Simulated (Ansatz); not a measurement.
Cl4Zr···H2

Input

```
crystal:
  periodic: [false, false, false]
  atoms:
    - {symbol: Zr, position_ang: [-0.688602, -0.336749, -0.976560]}
    - {symbol: Cl, position_ang: [0.356651, -1.805218, 0.478052]}
    - {symbol: Cl, position_ang: [0.318305, -0.469118, -3.057864]}
    - {symbol: Cl, position_ang: [-2.926382, -0.902863, -1.163812]}
    - {symbol: Cl, position_ang: [-0.507055, 1.826676, -0.169847]}
    - {symbol: H, position_ang: [1.803522, 0.483871, 2.503661]}
    - {symbol: H, position_ang: [1.643461, 1.203400, 2.386470]}
basis:
  gaussian: {orbitals: def2-TZVPP}
hamiltonian: {xc: pbe0, dispersion: d4}
output: {orbitals: {seedname: orbitals}}
```

Launched as:

```sh
ansatz run in.yaml --threads 8 --pin off --events-out ev --progress --plain --max-ram 19148MiB
```

The reactant side of a reaction path; geometry: PBE0-D4/def2-TZVP; core potentials replace the inner electrons of Zr.

Theory: RKS PBE0-D4/def2-TZVPP in Ansatz 0.2.0.

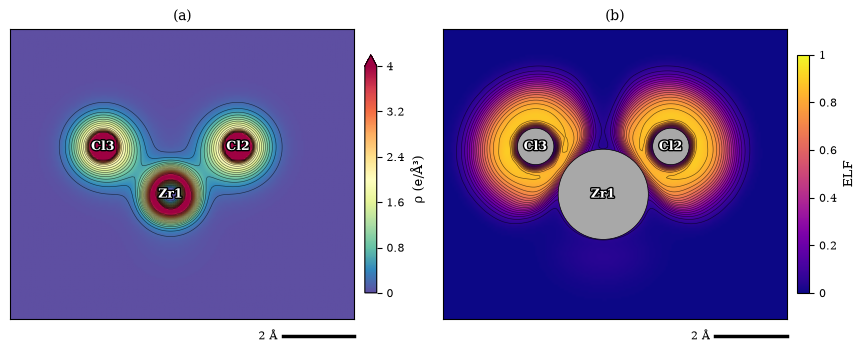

Figure 1. (a) electron density; (b) electron localisation function on the plane of atoms Cl2, Zr1 and Cl3. Grey discs cover the atomic cores in the ELF map.

**Read the bonding off the picture.**

- The section cuts through Zr and Cl sites.
- Zr–Cl (2.32 Å): the density is about 0.65 e/Å³ at the midpoint; the ELF peaks at about 0.85 in the valence shell of Cl, 0.8 Å from its nucleus, and is about 0.40 at the midpoint.

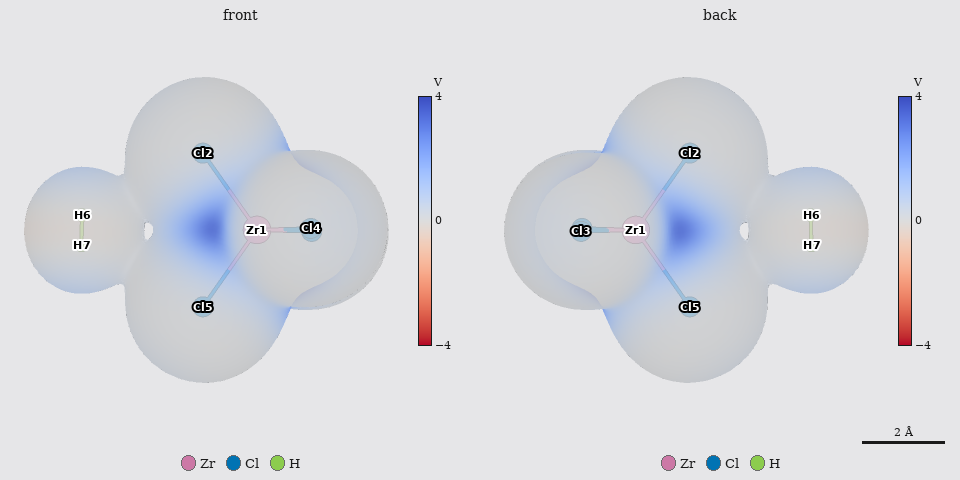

Figure 2. The electrostatic potential painted on the density surface at 0.002 e/bohr³, seen from the front and from behind; red is negative and blue positive.

**Which sites attract a positive test charge, and which a negative one?**

A positive charge is drawn to the negative regions and a negative charge to the positive ones. The most negative region (about −0.1 V) lies over H6 and H7, the most positive (about +3.0 V, or +69 kcal/mol for a unit charge) over Zr1.

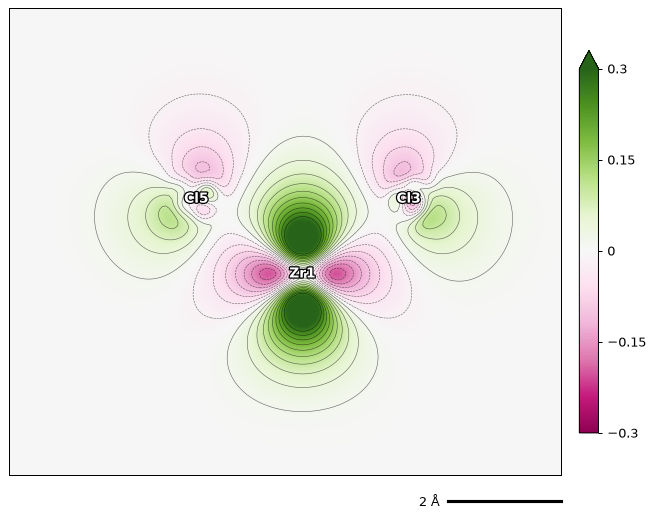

Figure 3. The LUMO on the plane of atoms Cl3, Zr1 and Cl5 (values in Å⁻³ᐟ²; the overall sign is arbitrary).

**What is the character of this orbital?**

It lies mainly on Zr1 (about 65 %), Cl3 (about 10 %), Cl4 (about 10 %), Cl2 (about 10 %) and Cl5 (about 10 %). Its energy is −2.65 eV.
